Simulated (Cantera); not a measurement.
Input: 1 mol Si3N4, 0.13 mol CO2, 1.8 mol H2, held at 1 atm.

These are equilibrium values from Cantera (NASA tables, ideal gas, pure condensed phases), not measurements of a reactor. Candidate condensed phases: C, C6H6, C7H8, C8H18, H2O, Si, SiC, SiO2, Si2N2O, Si3N4; 151 gas species. Mutual solubility and eutectic melting of coexisting phases are not modelled. Rates play no part.

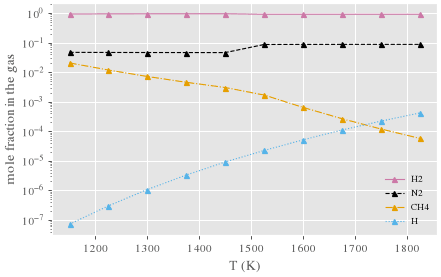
*Equilibrium gas composition (values under 1e-9 drawn at 1e-9)*

Problem. Read off the mole fractions at 1150 K.

Solution. H2 about 0.93, N2 about 0.047, CH4 about 0.021, H about 7.2e-8.
